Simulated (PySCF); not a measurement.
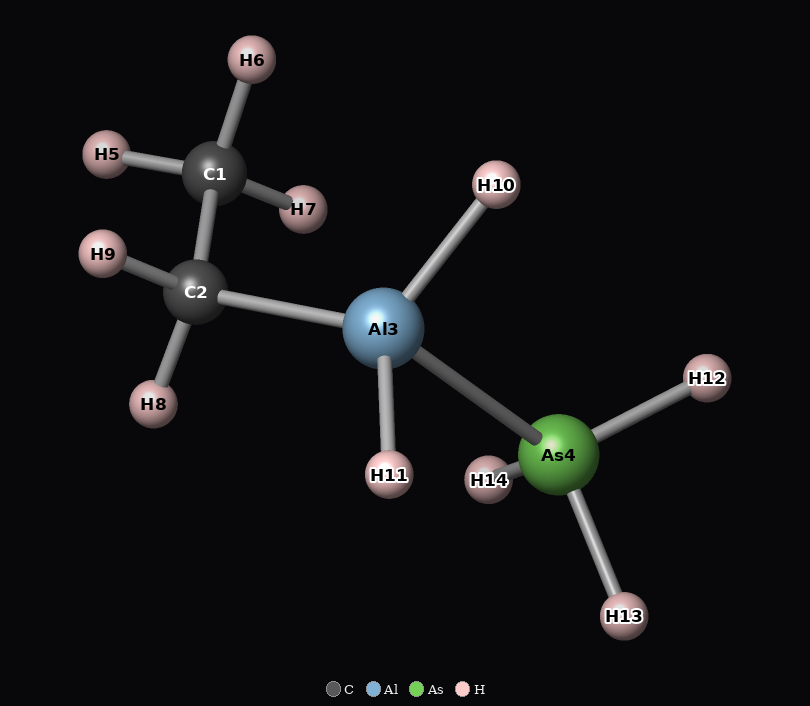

The geometry was computed by an optimisation with PBE0-D3(BJ)/def2-SVP. No frequency run is at hand to confirm it as a minimum. Method: delta-SCF UKS SCAN, pcX-1 on the ionised atom, pcseg-1 elsewhere, spin-free X2C (PySCF 2.14.0).

Give the core-electron binding energies (to vacuum; p and d levels without spin–orbit splitting) of C1 1s, C2 1s, Al3 1s, Al3 2p.

```
atom  level  binding energy (eV)
  C1     1s                290.3
  C2     1s                289.1
 Al3     1s               1565.4
 Al3     2p                 79.1
```
